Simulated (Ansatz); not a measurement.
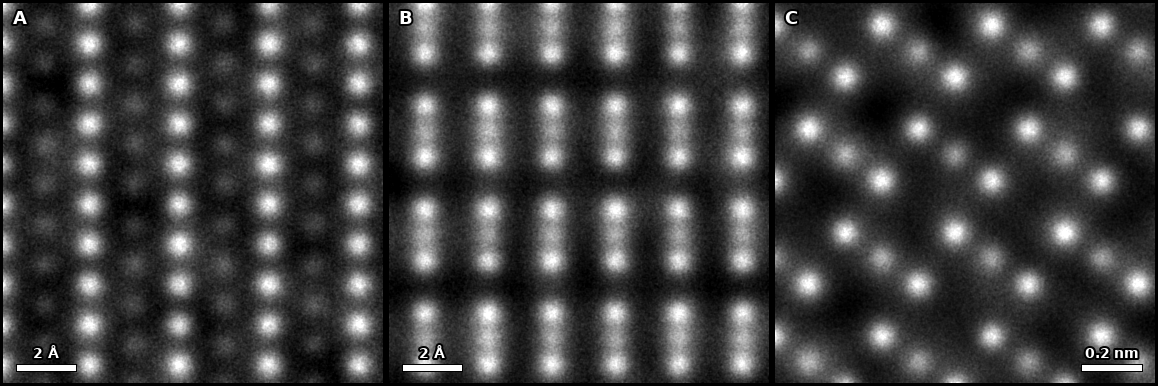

Three views of SiGe2 (Fm-3m, No. 225) along different zone axes. Simulated as the projected potential of neutral atoms (B = 0.5 Å²) blurred by a 0.50 Å probe, the thin-sample limit of integrated differential phase contrast. Shot noise and the speckle of an amorphous layer were added. Model: coordinates from a relaxation with DFT r2SCAN, scalar-relativistic, plane waves, PAW in Ansatz 0.2.0; the starting structure was generated, so it need not be a known form of this composition.

```xyz
12
Lattice="6.1398 0.0000 0.0000 0.0000 6.1398 0.0000 0.0000 0.0000 6.1398" Properties=species:S:1:pos:R:3 pbc="T T T"
Si    0.0000    0.0000    0.0000
Ge    1.5350    4.6049    4.6049
Ge    1.5350    1.5350    4.6049
Si    0.0000    3.0699    3.0699
Ge    1.5350    1.5350    1.5350
Ge    1.5350    4.6049    1.5350
Si    3.0699    0.0000    3.0699
Ge    4.6049    4.6049    1.5350
Ge    4.6049    1.5350    1.5350
Si    3.0699    3.0699    0.0000
Ge    4.6049    1.5350    4.6049
Ge    4.6049    4.6049    4.6049
```

Match the panels to the zone axes [110], [210] and [211].

Answer. A is [210]: projected cell 1.37 × 3.07 Å, 90°, plane group p2mm. B is [211]: projected cell 2.17 × 3.54 Å, 90°, plane group p2mm. C is [110]: projected cell 3.76 × 3.76 Å, 109°, plane group c2mm.
